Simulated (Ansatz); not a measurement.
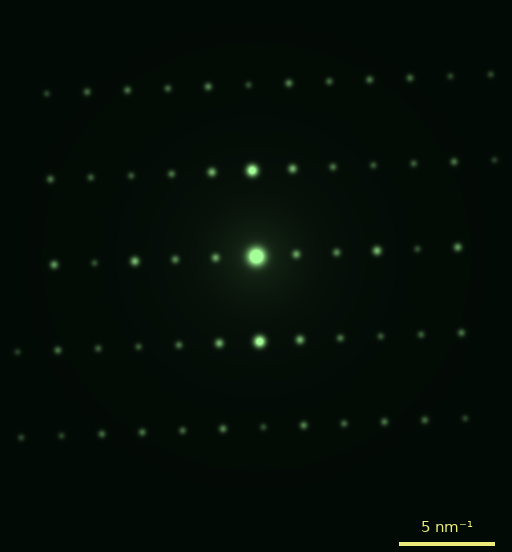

Simulated selected-area electron diffraction pattern (80 kV, kinematic approximation, thin crystal, B = 0.8 Å² for all atoms).

Question: Read the repeat vectors of the pattern off the scale bar.

Answer: The spots form a rectangular net whose two shortest vectors correspond to d = 4.69 Å and 2.21 Å, 90.0° apart.

Question: What is the point symmetry of the pattern, intensities included?

Answer: 2mm.

Question: What was simulated?

Answer: This cannot be fixed from one zone alone; the pattern is [102] of Si2N, space group P6_422 (No. 181), a = 5.42 Å, c = 3.84 Å (hexagonal axes). The net vectors are 0 -1 0 and -2 1 1. Structure: the geometry relaxed (final pressure about 20 GPa) with DFT, PAW plane waves, pbe (Ansatz); the starting structure was generated, so it need not be a known form of this composition.
